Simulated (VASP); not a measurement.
Band structure of SiC (zinc blende). Method: modified Becke-Johnson potential (mBJ), VASP's PBE PAW potentials (set 64) (plane waves; VASP).

mBJ is a potential without an energy functional, so only the levels count.

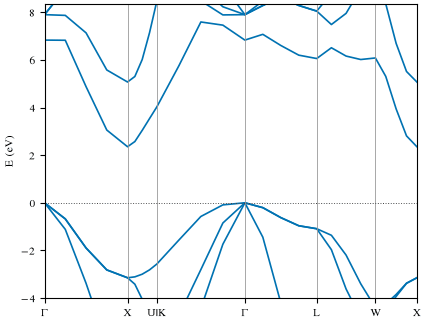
*Bands along high-symmetry lines, zero at the valence-band maximum or, without a gap, the Fermi level*

Task: Read the plot: is there a gap, and where are the band edges?

Result: The gap is indirect, 2.35 eV, from the valence maximum at Γ to the conduction minimum at X.

Measured: gap 2.53 eV (computed value off by -0.18 eV), as given by Wei Chen et al., Physical Review Materials (2018), doi:10.1103/physrevmaterials.2.073803 [zero-point renormalisation of 0.11 eV added back (the table's ZPR column)].

The compound is SiC in the zinc blende structure. It was relaxed first. The cell's shape comes from a PBE relaxation.
